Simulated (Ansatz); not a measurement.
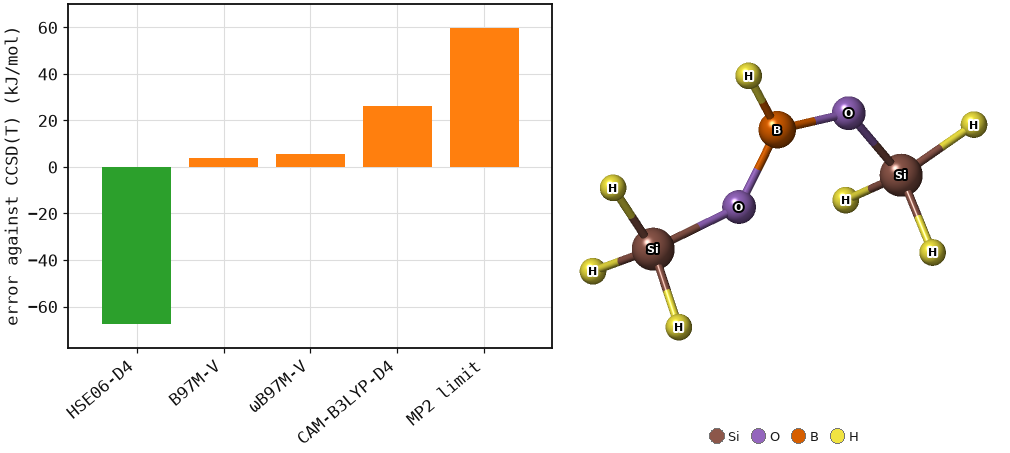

Error in the electronic atomisation energy (method less reference, so positive means overbinding) of BSi₂H₇O₂, SMILES [SiH3]OBO[SiH3]: functionals in def2-TZVPP against frozen-core CCSD(T) at the limit (MP2 extrapolated from triple and quadruple zeta, plus CCSD(T) less MP2 in a smaller set), which gives 4393.1 kJ/mol, at a PBE0-D4/def2-TZVP geometry (a minimum by its frequencies), no zero-point or spin-orbit term, the Ansatz code. The reference leaves out core correlation, a term that grows with the number of heavy atoms. Limit means the basis limit.

> Which of these levels overbind, and which underbind?

Overbind: CAM-B3LYP-D4 and MP2 limit. Underbind: HSE06-D4. Within 25 kJ/mol of zero, too close to call in view of what the reference leaves out: B97M-V and ωB97M-V.

> Give the values.

```
       level  kJ/mol
    HSE06-D4   −67.5
      B97M-V     4.0
     ωB97M-V     5.7
CAM-B3LYP-D4    26.0
   MP2 limit    59.9
```

Limits of at least one run: one conformer of a flexible molecule.
